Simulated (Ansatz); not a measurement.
# Cl2FHOZr: the cost of one run

Method: RKS PBE-D4/def2-SVP, in Ansatz 0.2.0.

## 1. The structure to begin with

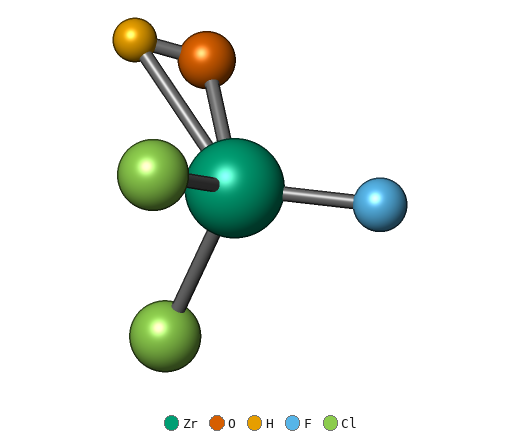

Start, viewed from a free direction; zirconium teal, oxygen orange, hydrogen amber, fluorine blue, chlorine green.

Structure file:

```xyz
6

Zr    0.0000    0.0000    0.0000
O     0.0000    0.0000    2.0700
H    -0.9095   -0.2814    2.4071
F     1.8671    0.0000   -0.6593
Cl   -1.1869    2.0563   -0.8392
Cl   -1.1869   -2.0563   -0.8392
```

## 2. Preparing the start

input.yaml

```yaml
crystal:
  periodic: [false, false, false]
  atoms:
    - { symbol: Zr, position_ang: [0.0, 0.0, 0.0] }
    - { symbol: O, position_ang: [0.0, 0.0, 2.07] }
    - { symbol: H, position_ang: [-0.9095, -0.2814, 2.4071] }
    - { symbol: F, position_ang: [1.8671, 0.0, -0.6593] }
    - { symbol: Cl, position_ang: [-1.1869, 2.0563, -0.8392] }
    - { symbol: Cl, position_ang: [-1.1869, -2.0563, -0.8392] }
basis:
  gaussian: { orbitals: def2-SVP }
hamiltonian:
  xc: pbe
  dispersion: d4
relax:
  f_tol: 0.02
  max_steps: 40
```

Command:

```console
> ansatz run input.yaml --threads 1 --pin off --max-ram 2048MiB --backend cpu --events-out ev --progress --plain --runs-dir out
```

**Question.** How long does this run take on 1 thread of Arm Neoverse V2, shared host, and how much memory does it need?

About 44 s, with a peak of 0.15 GiB.
